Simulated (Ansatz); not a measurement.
# CH₄GaNO: a spread of methods and bases, part 2 of 2

Ansatz 0.2.0, Gaussian basis; the settings change from run to run. Earlier steps stand in the parts before.

## 9. HSE06/6-31G*

Options: charge -1, multiplicity 2, a grid of angular degree 47, relativity set to scalar, high accuracy, the search for lower states set to off.

in.yaml reads:

```yaml
crystal:
  periodic: [false, false, false]
  atoms:
    - {symbol: N, position_ang: [-1.616989, -0.877965, -0.102834]}
    - {symbol: C, position_ang: [-1.154475, 0.303185, -0.155306]}
    - {symbol: Ga, position_ang: [0.769415, 0.801194, 0.019654]}
    - {symbol: O, position_ang: [1.908590, -0.562625, 0.218795]}
    - {symbol: H, position_ang: [-0.879519, -1.571928, 0.041704]}
    - {symbol: H, position_ang: [-1.904346, 1.089232, -0.308288]}
    - {symbol: H, position_ang: [1.439801, 2.205368, 0.013768]}
    - {symbol: H, position_ang: [1.529823, -1.443459, 0.216708]}
basis:
  gaussian: {orbitals: "6-31G*", final_grid: {core_spheres: 20, valence_spheres: 16, degree: 47}}
total_charge: -1
magnetization: {spin_polarized: true, initial_magnetization: 1}
hamiltonian: {xc: {name: HSE06}, pseudopotentials: {relativity: scalar}}
accuracy: high
scf: {lower_state_search: off}
output: {forces: true}
```

Run with:

```bash
ansatz run in.yaml --threads 2 --pin off --events-out ev --progress --plain --max-ram 4352MiB
```

The program printed:

```text
Functional definition: HSE06
  name "HSE06"
  cite "Heyd, Scuseria & Ernzerhof, J. Chem. Phys. 118, 8207 (2003) doi:10.1063/1.1564060"
  cite "Krukau, Vydrov, Izmaylov & Scuseria, J. Chem. Phys. 125, 224106 (2006) doi:10.1063/1.2404663"
  cite "Heyd & Scuseria, J. Chem. Phys. 120, 7274 (2004) doi:10.1063/1.1668634"
  cite "Ernzerhof & Perdew, J. Chem. Phys. 109, 3313 (1998) doi:10.1063/1.476928"
  cite "Perdew, Burke & Ernzerhof, Phys. Rev. Lett. 77, 3865 (1996) doi:10.1103/PhysRevLett.77.3865"
  parent pbe
  parameter a = 0.25
  parameter omega = 0.11/bohr
  # The whole range is PBE's own exchange, as in plane waves. The composition of these papers is wPBEh.
  exchange = pbe_x - a*pbe_x_sr(omega) + a*exact_x_sr(omega)
  correlation = pbe_c
these checks for a lower state are left out or cut short: stability, starts, cluster_reference, orbital_swaps, neighbouring_geometries, increment
1858 factors; integrals over basis functions are off by at most 4.3e-9 eV
99 factors; integrals over basis functions are off by at most 1.7e-9 eV
mean field evaluation 1: about -57409.7819 eV, gradient 2.9e1 eV
mean field evaluation 2: about -57401.8298 eV, gradient 5.1e1 eV
mean field evaluation 4: about -57413.1986 eV, gradient 4.1e0 eV
mean field evaluation 8: about -57413.3925 eV, gradient 4.1e-1 eV
mean field evaluation 16: about -57413.3941 eV, gradient 1.7e-3 eV
mean field -57413.39410031 eV, -2109.9033169900 hartree, gradient 9.9e-8 eV, S^2 0.757807; 0 other end points of the search recorded, 0 dependent functions left out
the calculation of the forces begins
reference -57413.39410487 eV, -2109.9033171579 hartree; 29, 28 occupied and 59, 60 virtual orbitals, 1858 factors
Total energy: -57413.39410487 eV, -2109.9033171579 hartree
Relativity: scalar
Atom 0 at    -1.616989    -0.877965    -0.102834 Å, force    -1.606840    -2.132523    -0.015425 eV/Å
Atom 1 at    -1.154475     0.303185    -0.155306 Å, force     2.120156     1.806839     0.104467 eV/Å
Atom 2 at     0.769415     0.801194     0.019654 Å, force    -1.822461     0.675088    -0.261508 eV/Å
Atom 3 at     1.908590    -0.562625     0.218795 Å, force     1.385641    -0.762367     0.216194 eV/Å
Atom 4 at    -0.879519    -1.571928     0.041704 Å, force     0.284059     0.091842     0.027055 eV/Å
Atom 5 at    -1.904346     1.089232    -0.308288 Å, force    -0.111875     0.165802    -0.022284 eV/Å
Atom 6 at     1.439801     2.205368     0.013768 Å, force     0.177749     0.164608     0.005715 eV/Å
Atom 7 at     1.529823    -1.443459     0.216708 Å, force    -0.426430    -0.009289    -0.054213 eV/Å
Dipole moment:     0.147681    -0.136995     0.021938 e Å
Checks for a lower state left out: stability, starts, cluster_reference, orbital_swaps, neighbouring_geometries, increment
```

Wall time 7.5 s (2 threads of Arm Neoverse V1, shared host).

Largest force 2.788 eV/Å, ⟨S²⟩ 0.758.

## 10. B3LYP/def2-TZVP

Options: D3(BJ) dispersion, high accuracy.

Edit in.yaml of step 9 so:

```diff
@@ -12,8 +12,5 @@
 basis:
-  gaussian: {orbitals: "6-31G*", final_grid: {core_spheres: 20, valence_spheres: 16, degree: 47}}
-total_charge: -1
-magnetization: {spin_polarized: true, initial_magnetization: 1}
-hamiltonian: {xc: {name: HSE06}, pseudopotentials: {relativity: scalar}}
+  gaussian: {orbitals: def2-TZVP}
+hamiltonian: {xc: {name: B3LYP}, dispersion: d3bj}
 accuracy: high
-scf: {lower_state_search: off}
 output: {forces: true}
```

Same command.

The program printed:

```text
Functional definition: B3LYP
  name "B3LYP"
  cite "Stephens, Devlin, Chabalowski & Frisch, J. Phys. Chem. 98, 11623 (1994) doi:10.1021/j100096a001"
  cite "Becke, Phys. Rev. A 38, 3098 (1988) doi:10.1103/PhysRevA.38.3098"
  cite "Lee, Yang & Parr, Phys. Rev. B 37, 785 (1988) doi:10.1103/PhysRevB.37.785"
  cite "Vosko, Wilk & Nusair, Can. J. Phys. 58, 1200 (1980) doi:10.1139/p80-159"
  parameter a0 = 0.2
  parameter ax = 0.72
  parameter ac = 0.81
  exchange = (1 - a0 - ax)*slater_x + ax*b88_x + a0*exact_x
  correlation = (1 - ac)*vwn_rpa_c + ac*lyp_c
2891 factors; integrals over basis functions are off by at most 6.1e-9 eV
mean field evaluation 1: about -57007.7517 eV, gradient 8.4e1 eV
mean field evaluation 2: about -56956.3329 eV, gradient 1.7e2 eV
mean field evaluation 4: about -57019.8287 eV, gradient 1.3e1 eV
mean field evaluation 8: about -57020.2833 eV, gradient 1.2e0 eV
mean field evaluation 16: about -57020.2853 eV, gradient 1.7e-4 eV
mean field -57020.28528230 eV, -2095.4568343872 hartree, gradient 8.6e-8 eV, S^2 0.000000; 0 other end points of the search recorded, 0 dependent functions left out
the calculation of the forces begins
reference -57020.28532239 eV, -2095.4568358602 hartree; 28, 28 occupied and 137, 137 virtual orbitals, 2891 factors
Total energy: -57020.52671649 eV, -2095.4657069297 hartree
Atom 0 at    -1.616989    -0.877965    -0.102834 Å, force    -0.042839    -0.121845     0.006090 eV/Å
Atom 1 at    -1.154475     0.303185    -0.155306 Å, force    -0.134197     0.143217    -0.028013 eV/Å
Atom 2 at     0.769415     0.801194     0.019654 Å, force    -0.046572     0.259821    -0.020787 eV/Å
Atom 3 at     1.908590    -0.562625     0.218795 Å, force     0.203317    -0.068076     0.026882 eV/Å
Atom 4 at    -0.879519    -1.571928     0.041704 Å, force    -0.000871    -0.058909     0.004919 eV/Å
Atom 5 at    -1.904346     1.089232    -0.308288 Å, force     0.038917    -0.017891     0.006004 eV/Å
Atom 6 at     1.439801     2.205368     0.013768 Å, force     0.017252     0.016050     0.001275 eV/Å
Atom 7 at     1.529823    -1.443459     0.216708 Å, force    -0.035008    -0.152368     0.003630 eV/Å
Dipole moment:    -0.004487     0.105796    -0.013982 e Å
```

It took 14 s on 2 threads of Arm Neoverse V1, shared host; peak memory 0.75 GiB.

Largest force 0.265 eV/Å, dipole 0.51 D.

## 11. The runs in one table

```tsv
level	charge	multiplicity	geometry	functions	energy (eV)	time
SVWN5/cc-pVTZ-DK	1	2	relaxed	189	-57407.560	3.3 s
PBE0/STO-3G	0	1	relaxed	37	-56328.615	1.7 s
PBE/6-31G	1	2	shaken	64	-56982.317	3 s
revPBE/6-31G*	0	1	relaxed	88	-57004.305	4.8 s
PBE0-DH/STO-3G	0	3	relaxed	37	-56325.634	18 s
B3LYP/aug-cc-pVTZ	-1	2	relaxed	289	-57022.002	58 s
wPBEh/aug-cc-pVDZ	0	1	relaxed	141	-57004.893	5.5 s
HSE06/6-31G*	-1	2	relaxed	88	-57413.394	7.5 s
B3LYP/def2-TZVP	0	1	relaxed	165	-57020.527	14 s
```

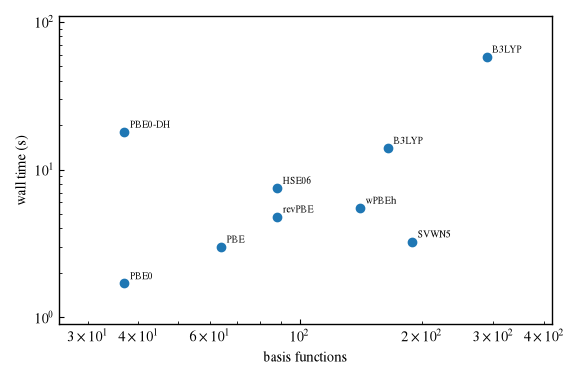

Wall time against the number of basis functions (shared host).

## 12. Summary of results

What follows sums up all 2 parts.

```
                                         quantity                    value
                                             runs                        9
                                         quickest       PBE0/STO-3G, 1.7 s
                                          slowest  B3LYP/aug-cc-pVTZ, 58 s
spread of total energies, same state and geometry                 691.9 eV
                  dipole, same state and geometry           0.09 to 1.68 D
```

In words: B3LYP/aug-cc-pVTZ took 34 times as long as PBE0/STO-3G. The jobs differ in tasks and options as well as level. Total energies at one charge and spin differ by 692 eV between levels, so only differences within one level mean anything. At the PBE0-D4/def2-TZVP geometry and in the same state, runs without warnings or point charges leave forces up to 7.09 eV/Å (PBE0/STO-3G).
